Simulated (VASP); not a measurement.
Band structure of PbS (rock salt). Calculation: RPBE GGA, VASP's PBE PAW potentials (set 64) (plane waves; VASP).

Unless said otherwise, spin-orbit coupling is left out, though it shifts the bands of the heavy elements here.

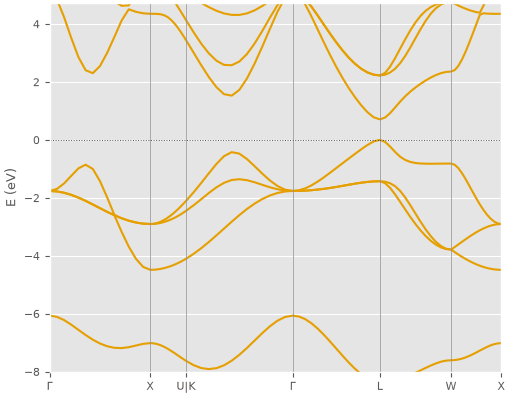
*Bands along high-symmetry lines, zero at the valence-band maximum or, without a gap, the Fermi level*

Problem. Read the plot: is there a gap, and where are the band edges?

Solution. The gap is direct, 0.71 eV, from the valence maximum at L to the conduction minimum at L. (Edges off the drawn lines would not show.)

Measured: gap 0.37 eV (computed value off by +0.34 eV), as given by Wikipedia, List of semiconductor materials.

The compound is PbS in the rock salt structure. It was relaxed first, which changed the volume by +7 %.
